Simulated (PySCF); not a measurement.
# Run report: AlO, GW calculation

AlO (oxoaluminum), multiplicity 2, SMILES [O]=[Al], computed with G0W0 (r2SCAN)/def2-TZVP, UKS (PySCF 2.14.0).

The geometry comes from this level: PBE0-D4/def2-TZVP.

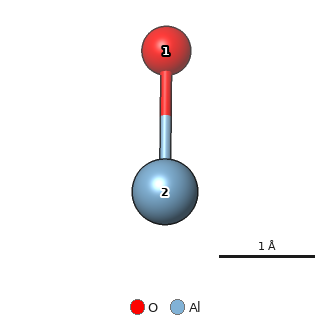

Fig. 1: The input geometry (ball-and-stick view, seen at an oblique angle; atoms are numbered from 1 in the order of the input). Sticks mark near contacts.

## Results in brief

- outcome: converged
- total energy: −317.588875 hartree
- basis functions: 68
- ⟨S²⟩: 0.761
- dipole moment: 4.20 D
- hardware: 1 thread of Arm Neoverse V2, 24 GiB of memory available, shared host
- wall time: 14 s
- peak memory: 0.35 GiB

## Input (run.py)
```python
from pyscf import gto, dft
from pyscf.gw.ugw_ac import UGWAC

mol = gto.M(
    atom='''
O      0.000000     0.000000    -0.024920
Al     0.000000     0.000000     1.594970
''',
    spin=1,
    basis='def2-tzvp',
    max_memory=1860,
    charge=0,
    verbose=3,
)

myscf = dft.UKS(mol, xc='r2scan')
myscf.conv_tol = 1e-10
myscf.grids.level = 4
myscf.kernel()

etot = myscf.e_tot
print('E = %.10f Eh' % etot)

nocc = mol.nelec[0]
orbs = list(range(max(0, nocc - 2), min(mol.nao, nocc + 2)))
mygw = UGWAC(myscf)
mygw.orbs = orbs
mygw.kernel()
for s in range(2):
    print('spin', s)
    for p in orbs:
        print('%4d %12.4f %12.4f' % (p + 1, myscf.mo_energy[s][p] * 27.211386, mygw.mo_energy[s][p] * 27.211386))
```

Launch command:
```bash
OMP_NUM_THREADS=1 python run.py
```

## Log
```
WARN: HOMO -0.224692769189055 >= LUMO -0.224692769189062

converged SCF energy = -317.588875450402  <S^2> = 0.76138178  2S+1 = 2.0113496
E = -317.5888754504 Eh

WARN: GW QP energies may not be sorted from min to max

spin 0
  10      -6.9353      -9.1867
  11      -6.9353      -9.1867
  12      -2.1446       0.4286
  13      -2.1446       0.4286
spin 1
  10      -6.7046      -8.9764
  11      -4.9205      -2.2675
  12      -1.0435       1.3428
  13      -1.0435       1.3428
```
